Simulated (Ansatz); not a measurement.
# C2H9NSi (SMILES CN(C)[SiH3]) at CAM-B3LYP/6-31G(d) (spherical functions)

What is the electronic atomisation energy of C2H9NSi at CAM-B3LYP/6-31G* (spherical functions)? 

The results are computed with Ansatz 0.2.0.

71 further runs of the same task are left out: 71 set aside as unsound or not needed.

### Step 1. The system as given

C2H9NSi has 13 atoms, charge 0, and is taken as a singlet. As SMILES, `CN(C)[SiH3]`. The shape is that of a PBE0-D4/def2-TZVP optimisation.

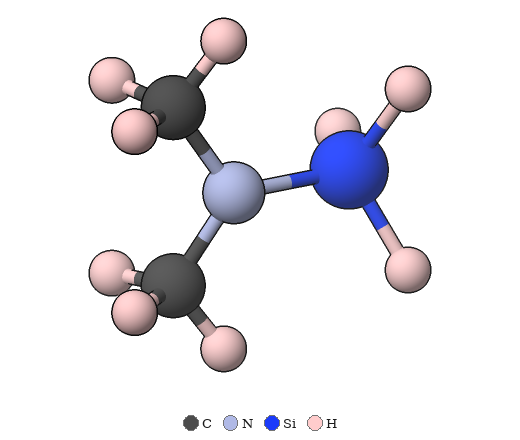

Viewed from a chosen angle; carbon dark grey, nitrogen light blue, silicon blue, hydrogen pink.

### Step 2. A single-point energy at CAM-B3LYP/6-31G(d) (spherical functions)

molecule.yaml reads:

```yaml
crystal:
  periodic: [false, false, false]
  atoms:
    - {symbol: C, position_ang: [-0.853400, 1.051500, -0.567400]}
    - {symbol: N, position_ang: [-0.064300, 0.101400, 0.176900]}
    - {symbol: C, position_ang: [1.257300, 0.576800, 0.503700]}
    - {symbol: Si, position_ang: [-0.404400, -1.580400, 0.101900]}
    - {symbol: H, position_ang: [-0.416100, 1.292500, -1.548500]}
    - {symbol: H, position_ang: [-0.947500, 1.991500, -0.009400]}
    - {symbol: H, position_ang: [-1.860700, 0.663700, -0.735400]}
    - {symbol: H, position_ang: [1.197400, 1.509100, 1.079000]}
    - {symbol: H, position_ang: [1.870100, 0.778300, -0.388400]}
    - {symbol: H, position_ang: [1.787100, -0.156700, 1.115700]}
    - {symbol: H, position_ang: [0.068700, -2.275300, -1.137100]}
    - {symbol: H, position_ang: [-1.879700, -1.752300, 0.167000]}
    - {symbol: H, position_ang: [0.265600, -2.234700, 1.256700]}
basis:
  gaussian:
    orbitals: 6-31G_st_-spherical.json
total_charge: 0
hamiltonian:
  xc: {name: CAM-B3LYP}
accuracy: high
output: {orbitals: {seedname: orbitals}}
```

The basis set 6-31G* is read from a file made from the Basis Set Exchange's data (not shown).

On the command line:

```
$ ansatz run molecule.yaml --threads 1 --pin off --max-ram 2610MiB --events-out events.jsonl --progress --plain --runs-dir runs
```

The program printed:

```text
Warning: RAYON_NUM_THREADS=1 ignored (pool sized by the plan → 1); use --threads N
Functional definition: CAM-B3LYP
  name "CAM-B3LYP"
  parameter alpha = 0.19
  parameter beta = 0.46
  parameter omega = 0.33/bohr
  parameter ac = 0.81
  exchange = (1 - alpha - beta)*b88_x + beta*b88_x_sr(omega) + alpha*exact_x + beta*exact_x_lr(omega)
  correlation = (1 - ac)*vwn5_c + ac*lyp_c
1974 factors; integrals over basis functions are off by at most 4.0e-9 eV
451 factors; integrals over basis functions are off by at most 2.6e-9 eV
mean field evaluation 1: about -11581.5985 eV, gradient 4.2e1 eV
mean field evaluation 2: about -11580.4837 eV, gradient 4.8e1 eV
mean field evaluation 4: about -11585.5695 eV, gradient 1.7e0 eV
mean field evaluation 8: about -11585.8228 eV, gradient 9.2e-2 eV
mean field evaluation 16: about -11585.8229 eV, gradient 1.2e-5 eV
mean field -11585.82286697 eV, -425.7711372083 hartree, gradient 2.9e-8 eV, S^2 0.000000; 0 other end points of the search recorded, 0 dependent functions left out
reference -11585.82288742 eV, -425.7711379599 hartree; 21, 21 occupied and 57, 57 virtual orbitals, 1974 factors
Total energy: -11585.82288742 eV, -425.7711379599 hartree
```

Wall time 11 s (1 thread of Arm Neoverse V1, shared host); peak memory 0.28 GiB.

### Step 3. The C atom at the same level

run.yaml reads:

```yaml
crystal:
  periodic: [false, false, false]
  atoms:
    - symbol: C
      position_ang: [0.000000, 0.000000, 0.000000]
basis:
  gaussian:
    orbitals: 6-31G_st_-spherical.json
magnetization:
  spin_polarized: true
  initial_magnetization: 2
hamiltonian:
  xc: {name: CAM-B3LYP}
accuracy: high
```

The basis set 6-31G* is read from a file made from the Basis Set Exchange's data (not shown).

Run the same way, it converges to -37.82190 Eh (log not shown).

### Step 4. The H atom at the same level

run.yaml reads:

```yaml
crystal:
  periodic: [false, false, false]
  atoms:
    - {symbol: H, position_ang: [0.000000, 0.000000, 0.000000]}
basis:
  gaussian: {orbitals: "6-31G*"}
magnetization: {spin_polarized: true, initial_magnetization: 1}
hamiltonian: {xc: {name: CAM-B3LYP}}
accuracy: high
```

Run the same way, it converges to -0.49683 Eh (log not shown).

### Step 5. The N atom, same level

job.yaml reads:

```yaml
crystal:
  periodic: [false, false, false]
  atoms:
    - symbol: N
      position_ang: [0.000000, 0.000000, 0.000000]
basis:
  gaussian:
    orbitals: 6-31G_st_-spherical.json
accuracy: high
hamiltonian:
  xc: {name: CAM-B3LYP}
magnetization:
  spin_polarized: true
  initial_magnetization: 3
```

The basis set 6-31G* is read from a file made from the Basis Set Exchange's data (not shown).

Run the same way, it converges to -54.56131 Eh (log not shown).

### Step 6. The Si atom at the same level

in.yaml reads:

```yaml
crystal:
  periodic: [false, false, false]
  atoms:
    - {symbol: Si, position_ang: [0.000000, 0.000000, 0.000000]}
basis:
  gaussian: {orbitals: 6-31G_st_-spherical.json}
magnetization: {spin_polarized: true, initial_magnetization: 2}
hamiltonian: {xc: {name: CAM-B3LYP}}
accuracy: high
```

The basis set 6-31G* is read from a file made from the Basis Set Exchange's data (not shown).

Run the same way, it converges to -289.35440 Eh (log not shown).

### Step 7. Summary of results

At CAM-B3LYP/6-31G* (spherical functions):

| quantity | value |
| --- | --- |
| molecule: total energy | -425.77114 Eh |
| molecule: HOMO energy | -7.49 eV |
| molecule: LUMO energy | 2.16 eV |
| molecule: HOMO–LUMO gap | 9.65 eV |
| C atom: total energy | -37.82190 Eh |
| C atom: ⟨S²⟩ | 2.002 |
| H atom: total energy | -0.49683 Eh |
| H atom: ⟨S²⟩ | 0.750 |
| N atom: total energy | -54.56131 Eh |
| N atom: ⟨S²⟩ | 3.752 |
| Si atom: total energy | -289.35440 Eh |
| Si atom: ⟨S²⟩ | 2.002 |
| electronic atomisation energy | 47.353 eV |

What this shows: Taking the molecule apart into free atoms costs 47.35 eV (1092 kcal/mol), before zero-point energy and without spin-orbit coupling.
